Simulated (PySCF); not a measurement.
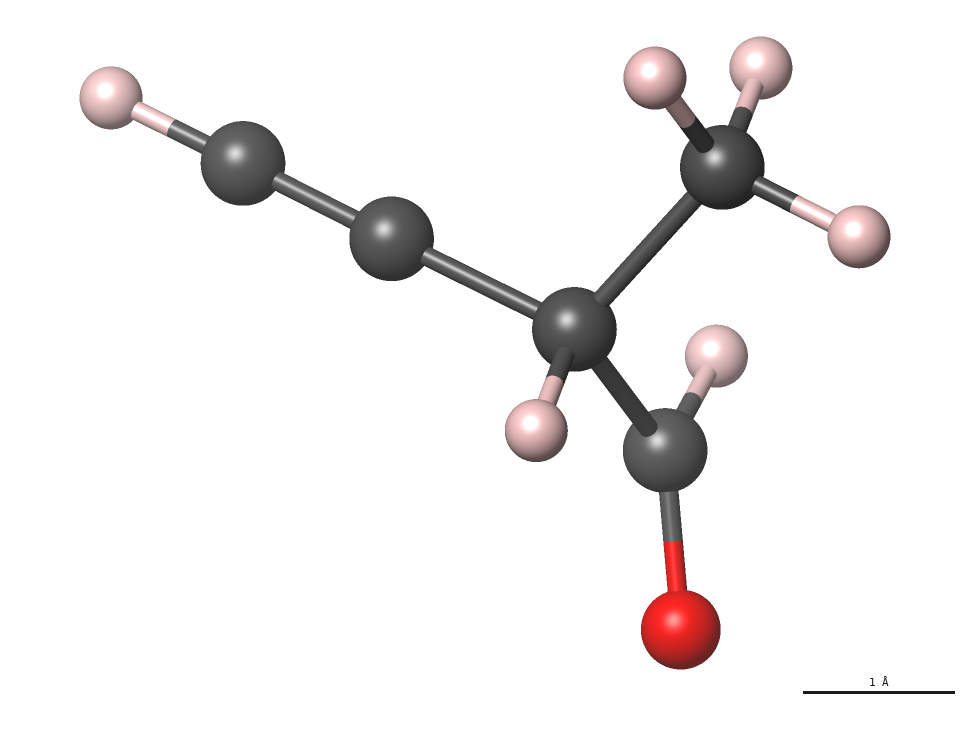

Rendered structure (ball-and-stick style). Every bond is drawn as one stick, whatever its order. Colours: carbon dark grey, oxygen red, hydrogen pink.

The geometry was computed by an optimisation with GFN2-xTB. No frequency run is at hand to confirm it as a minimum.

Describe the molecule.

It has 12 atoms: 5 carbon, 6 hydrogen and 1 oxygen (C5H6O). SMILES: `C#C[C@H](C)C=O`. It has no ring. Among its groups: aldehyde, alkyne. This geometry has C1 symmetry. Coordination: 2 C linear; 2 C tetrahedral; 1 C trigonal planar.

More results for the same structure follow; atom numbers are the same in all pictures, views and colours differ.

**Shape**

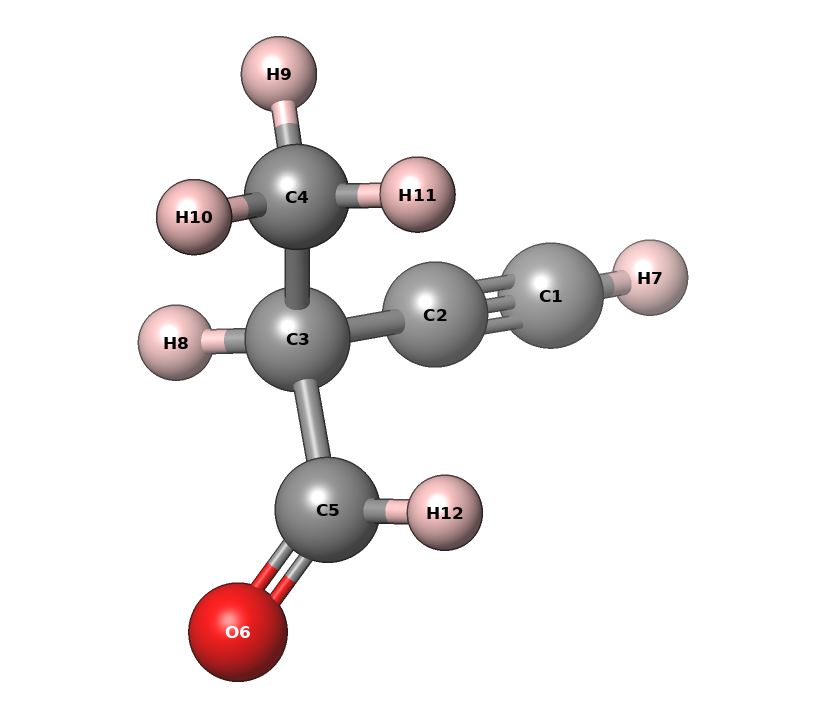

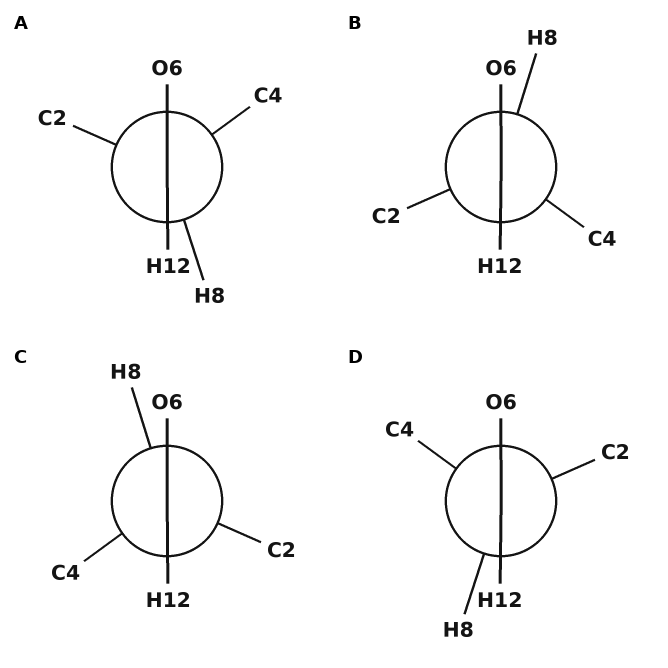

Depth is shown by fading: the farther an atom, the more it takes the colour of the background. Bonds that would overlap in a projection are set slightly apart. No frequency run is at hand to confirm it as a minimum.

**Which Newman projection shows the view along C5–C3, with C5 in front?**

B. The torsion angle O6–C5–C3–C4 is 126°, anticlinal.

**Quadrupole coupling**

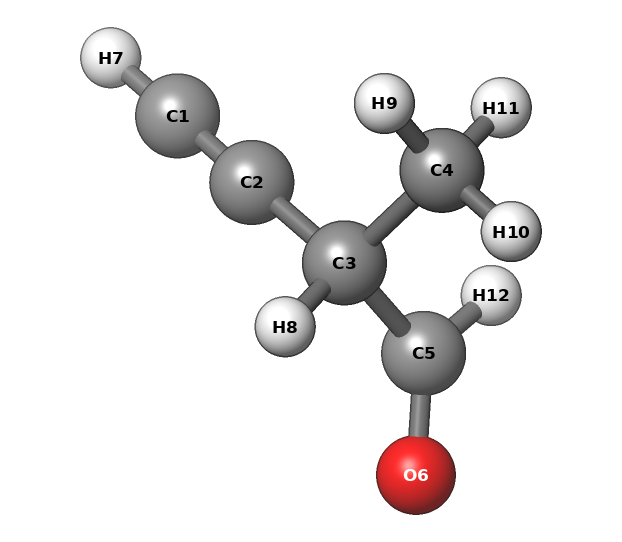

No frequency run is at hand to confirm it as a minimum. Electric field gradients from the ground-state density, B3LYP/pcJ-1 (PySCF 2.14.0), non-relativistic apart from any core potentials.

Give the largest field-gradient component, the quadrupole coupling constant and the asymmetry for 17O at O6 (Q = −25.6 mb), 2H at H7 (Q = 2.86 mb), 2H at H8 (Q = 2.86 mb), 2H at H9 (Q = 2.86 mb), 2H at H10 (Q = 2.86 mb).

```tsv
atom	V_zz (a.u.)	e²qQ/h (MHz)	η
O6	−2.040	12.27	0.62
H7	0.383	0.257	0.00
H8	0.279	0.187	0.02
H9	0.301	0.202	0.04
H10	0.301	0.202	0.04
```

**Dipole moment**

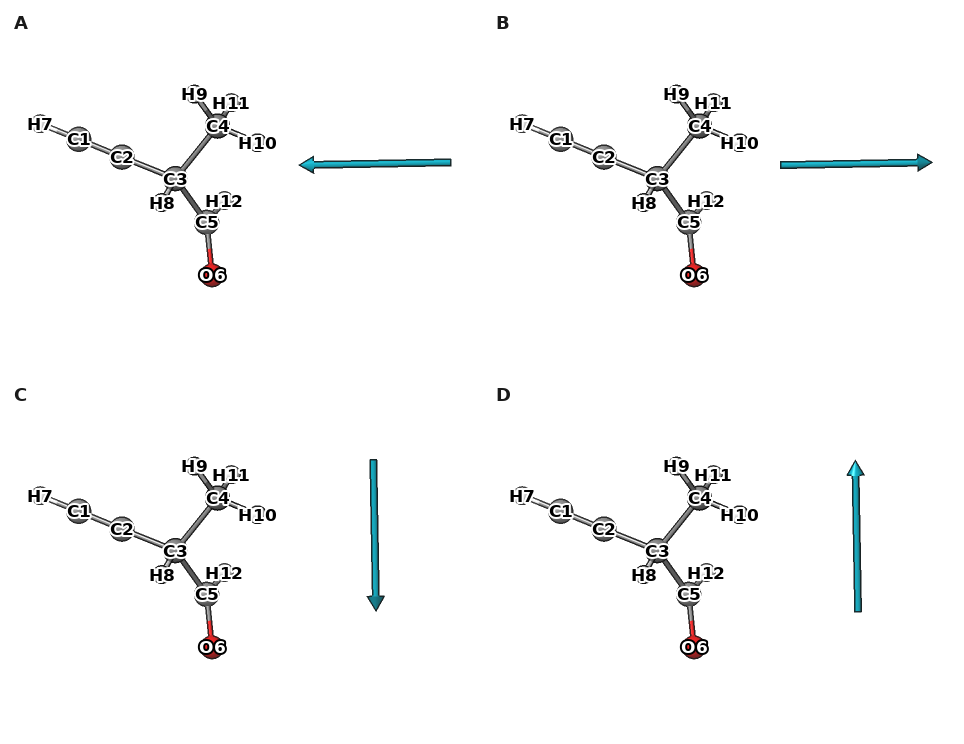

The same molecule four times, each with an arrow. No frequency run is at hand to confirm it as a minimum. Level of theory: PBE0/pcSseg-1, gas phase (PySCF 2.14.0).

**Which arrow points along the dipole moment, from the negative to the positive end?**

D. The dipole moment is 2.67 D; it points from the side of O6 to the side of H9 (the outermost atoms at the two ends).

**Charges**

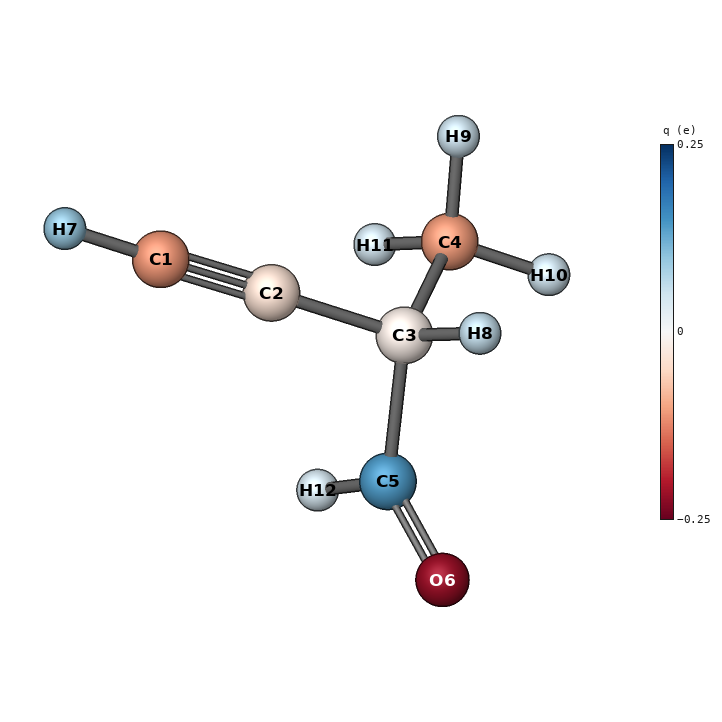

Atoms are coloured by their Hirshfeld charges. No frequency run is at hand to confirm it as a minimum. Method: PBE0/pcSseg-1, gas phase (PySCF 2.14.0).

**Which atom carries the highest charge (most positive or least negative)?**

C5 (0.14 e).

**And the lowest?**

O6 (−0.22 e).

Give the Hirshfeld charges atom by atom.

```
atom  value (e)
  C1      −0.11
  C2      −0.04
  C3      −0.02
  C4      −0.11
  C5       0.14
  O6      −0.22
  H7       0.09
  H8       0.06
  H9       0.05
 H10       0.05
 H11       0.05
 H12       0.04
```

**NMR shielding**

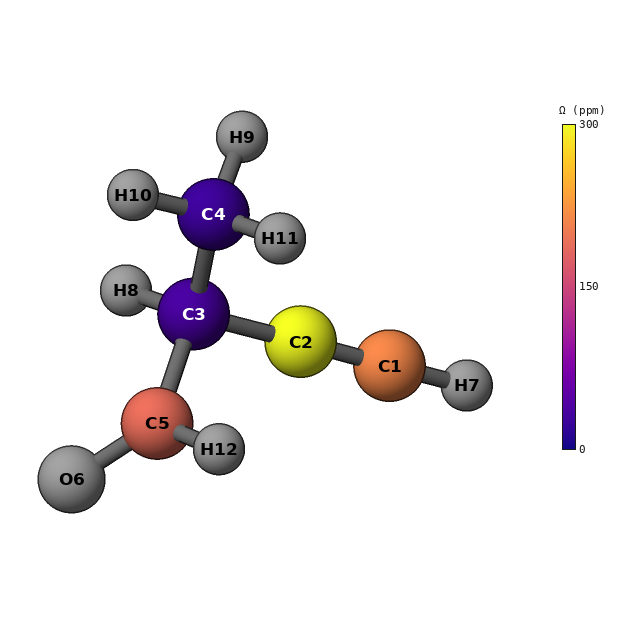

The C atoms are coloured by the span of their shielding tensor. No frequency run is at hand to confirm it as a minimum. Method: GIAO PBE0/pcSseg-1 NMR shielding, non-relativistic, gas phase (PySCF 2.14.0). Principal shieldings σ11 ≤ σ22 ≤ σ33, span Ω = σ33 − σ11, skew κ = 3(σiso − σ22)/Ω.

**Which C atom has the most anisotropic shielding?**

C2, with a span of 299 ppm.

Give the shielding tensors of the C atoms.

```json
{"atom": "C1", "σ11": "29.6", "σ22": "40.3", "σ33": "242.8", "σiso": "104.2", "Ω": "213.2", "κ": "0.90"}
{"atom": "C2", "σ11": "−4.1", "σ22": "14.4", "σ33": "295.1", "σiso": "101.8", "Ω": "299.2", "κ": "0.88"}
{"atom": "C3", "σ11": "130.0", "σ22": "141.7", "σ33": "166.2", "σiso": "146.0", "Ω": "36.3", "κ": "0.35"}
{"atom": "C4", "σ11": "157.0", "σ22": "164.8", "σ33": "186.1", "σiso": "169.3", "Ω": "29.1", "κ": "0.47"}
{"atom": "C5", "σ11": "−109.0", "σ22": "−11.5", "σ33": "80.1", "σiso": "−13.5", "Ω": "189.1", "κ": "−0.03"}
```

Shieldings and span in ppm.
